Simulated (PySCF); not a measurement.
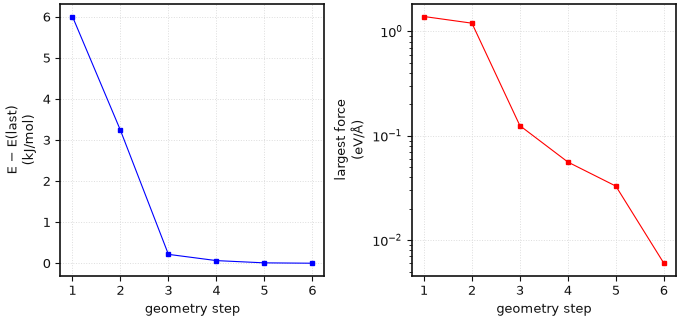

History of a geometry optimisation.

[TaOF4]- (SMILES [O]=[Ta-]([F])([F])([F])[F]) (charge −1); PBE0-D3(BJ)/def2-SVP, geometry optimisation (PySCF 2.14.0, density fitting).

### How did the optimisation end?

The optimisation met its thresholds at geometry 6, counting the start as the first. The energy fell by about 6 kJ/mol from the first step to the last. The largest force goes from about 1.4 eV/Å at the start to 6 × 10⁻³ eV/Å at the end.
